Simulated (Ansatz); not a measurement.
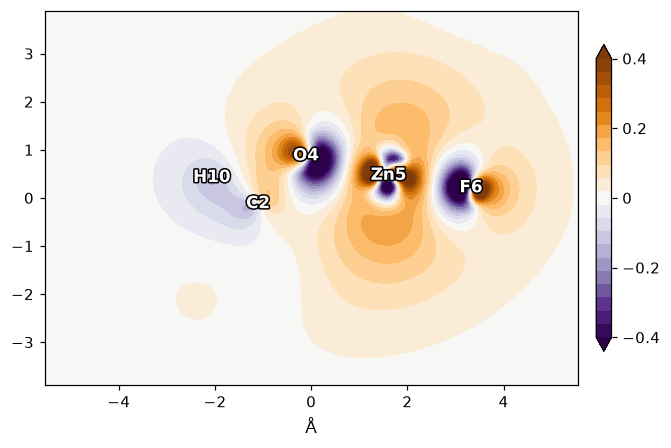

The picture shows: C3H7FOZn (SMILES CC(C)[O][Zn][F]). One frontier orbital on the plane of atoms O4, C2 and H10 (values in Å⁻³ᐟ²; the overall sign is arbitrary).

Geometry: PBE0-D4/def2-TZVP.

Level of theory: RKS PBE0-D4/def2-TZVPP (Ansatz).

Input

```
crystal:
  periodic: [false, false, false]
  atoms:
    - {symbol: C, position_ang: [-0.664652, -0.223730, 1.244471]}
    - {symbol: C, position_ang: [0.571713, 0.156286, 0.451888]}
    - {symbol: C, position_ang: [0.950747, -0.918154, -0.549699]}
    - {symbol: O, position_ang: [0.416362, 1.408516, -0.172745]}
    - {symbol: Zn, position_ang: [-0.824246, 1.692077, -1.394684]}
    - {symbol: F, position_ang: [-2.000957, 2.106223, -2.609631]}
    - {symbol: H, position_ang: [-0.513766, -1.147312, 1.809243]}
    - {symbol: H, position_ang: [-1.514617, -0.386288, 0.568164]}
    - {symbol: H, position_ang: [-0.929380, 0.571462, 1.943644]}
    - {symbol: H, position_ang: [1.407103, 0.281798, 1.155396]}
    - {symbol: H, position_ang: [0.124721, -1.091335, -1.252470]}
    - {symbol: H, position_ang: [1.167691, -1.869779, -0.057674]}
    - {symbol: H, position_ang: [1.829679, -0.614463, -1.121104]}
basis:
  gaussian: {orbitals: def2-TZVPP}
hamiltonian: {xc: pbe0, dispersion: d4}
output: {orbitals: {seedname: orbitals}}
```

Command:

```sh
ansatz run in.yaml --threads 4 --pin off --events-out ev --progress --plain --max-ram 11315MiB
```

Which orbital is it: HOMO or LUMO?

Answer. The LUMO, at −1.18 eV. By Hirshfeld shares it lies mainly on Zn5 (about 65 %), F6 (about 15 %) and O4 (about 10 %).
